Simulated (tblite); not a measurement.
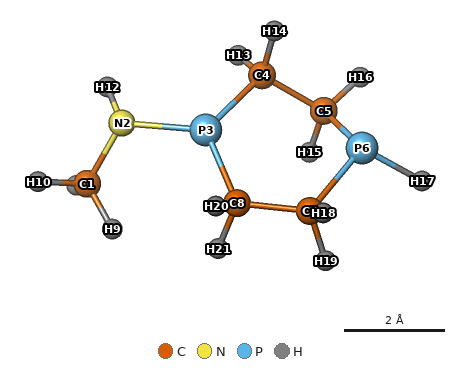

Starting structure of C$_{5}$H$_{13}$NP$_{2}$. A ball-and-stick model, seen from a free direction.

These are results of GFN2-xTB geometry optimisation, gas phase in tblite 0.8.0, not measurements.

```xyz
21

C     2.9528   -0.7082    0.3538
N     2.2927    0.3225   -0.4344
P     0.5678    0.2870   -0.4581
C    -0.3387    1.7956   -0.0283
C    -1.5412    1.5166    0.8473
P    -2.5859    0.2955   -0.1035
C    -1.7556   -1.3111   -0.3638
C    -0.2757   -1.2942   -0.4580
H     2.3384   -1.6093    0.4985
H     3.8587   -1.0032   -0.2078
H     3.3276   -0.2992    1.3221
H     2.7348    1.2326   -0.1652
H     0.3056    2.4901    0.5760
H    -0.6162    2.3700   -0.9365
H    -1.2135    1.0090    1.7708
H    -2.1475    2.4160    1.0454
H    -3.7492    0.0601    0.7501
H    -2.1886   -1.7752   -1.2923
H    -2.0745   -1.9925    0.4800
H    -0.0163   -1.8401   -1.4010
H     0.1154   -1.9452    0.3592
```

Predict the outcome.

H13 moves most after the best rigid fit: 1.50 Å. Largest moves by element: H 1.50 Å, P 0.93 Å, C 0.73 Å, N 0.69 Å. Among the contacts that change: P3–P6 3.174 → 2.738 Å, P3–C8 1.792 → 1.862 Å, P6–H17 1.462 → 1.409 Å, C7–C8 1.483 → 1.530 Å. Bond angles that change, for instance: C4–P3–C8 119.9° → 96.7°, N2–P3–C4 118.7° → 95.8°, N2–P3–C8 119.3° → 97.6°. The energy falls by 87.5 kcal/mol in 148 geometry steps.

The structure at the end:

```xyz
21

C     3.0498   -0.6616   -0.3676
N     2.0477    0.2282    0.2052
P     0.5129    0.2763   -0.5855
C    -0.2405    1.5434    0.5445
C    -1.7650    1.4531    0.4496
P    -2.1997    0.3152   -0.9530
C    -1.7264   -1.2643   -0.0953
C    -0.2330   -1.2196    0.2355
H     2.6290   -1.6634   -0.4326
H     3.3874   -0.3647   -1.3661
H     3.9135   -0.6912    0.2984
H     2.4219    1.1742    0.2491
H     0.1235    1.3712    1.5616
H     0.1125    2.5274    0.2228
H    -2.2015    1.0679    1.3759
H    -2.2095    2.4314    0.2507
H    -3.5740    0.2384   -0.6517
H    -1.9542   -2.0895   -0.7751
H    -2.3329   -1.3953    0.8053
H     0.2760   -2.1152   -0.1280
H    -0.0465   -1.1450    1.3107
```

The end point in the same view:

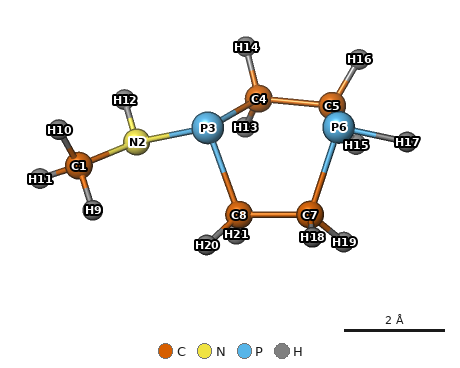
